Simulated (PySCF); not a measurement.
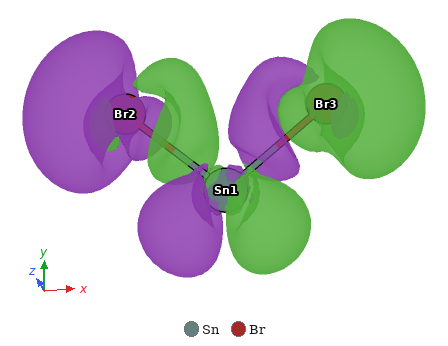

Figure 1: Br$_{2}$Sn. Change of the electron density in a uniform field of 0.51 V/Å, surfaces at ±0.003 e/Å³ (purple: gain, green: loss).

PySCF calculation, r2SCAN/def2-SVPD, gas phase; geometry: GFN2-xTB. Core potentials replace the inner electrons of Sn; spin–orbit coupling isn't included. No frequency check shows the geometry to be a minimum. GFN2-xTB bond lengths at metals and heavier atoms can be off by up to 0.1 Å and shapes distorted, which carries into these values.

Coordinates in Å:

```
Sn1     -0.0000   -0.9503    0.0000
Br2     -1.9551    0.6788    0.0000
Br3      1.9551    0.6788    0.0000
```

**Along which Cartesian direction does the field point?**

Along +x: electrons gather on the −x side, against the field.

**What dipole is induced, and what polarisability does it imply?**

The induced dipole is 2.97 D (along the field); α along this axis, from the fields in both directions, is 117 bohr³ (17.3 Å³).

**Which atoms gain and lose the most charge?**

Electrons gather most on Br2 (Hirshfeld charge changes by −0.086 e) and leave Br3 most (+0.089 e); 0.180 electrons are displaced in all.
